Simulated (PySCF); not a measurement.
```xyz
12

C    -1.6743   -0.9277    0.7229
C    -1.6492    0.2127    0.0547
Ge    0.0317    1.0819   -0.4886
Cl   -0.1347    1.5155   -2.5522
Ge    1.9570   -0.2888   -0.0241
H    -2.5915   -1.4151    1.0186
H    -0.7582   -1.4279    1.0105
H    -2.5772    0.6931   -0.2281
H     0.1070    2.4609    0.1803
H     2.2881   -0.3633    1.4374
H     1.7870   -1.7140   -0.4648
H     3.2155    0.1720   -0.6924
```

Geometry: GFN2-xTB.

These are results of PySCF 2.14.0, CAM-B3LYP/def2-SVPD, SCF density, gas phase, not measurements.

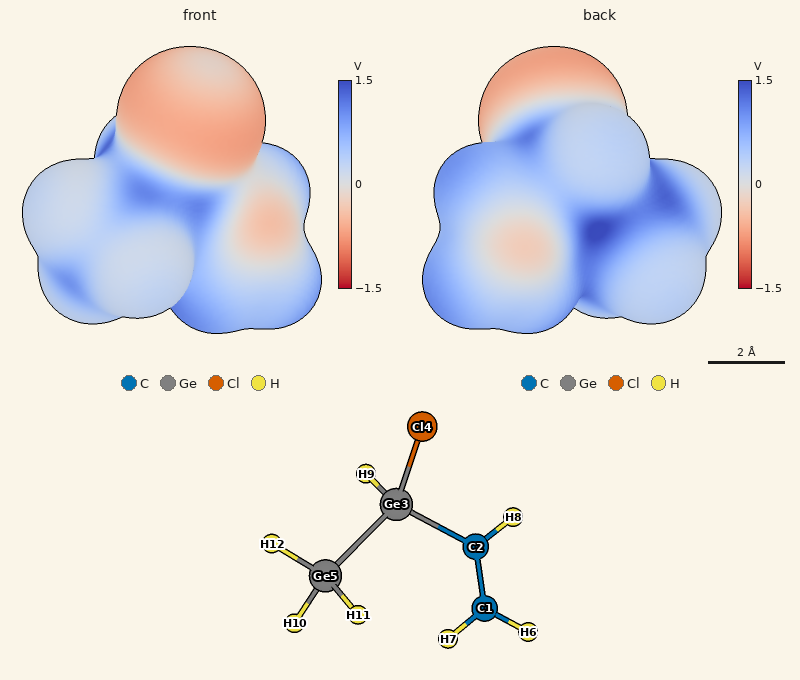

C2H7ClGe2. The molecular electrostatic potential painted on the density surface at 0.002 e/bohr³, seen from the front and from behind; red is negative and blue positive. The bare structure is drawn below in the same view.

### Which sites attract a positive test charge, and which a negative one?

A positive charge is drawn to the negative regions and a negative charge to the positive ones. The most negative region (about −0.7 V) lies over Cl4, the most positive (about +1.4 V) over Ge3.

### What dipole moment does the calculation give?

Its dipole moment is 2.13 D.
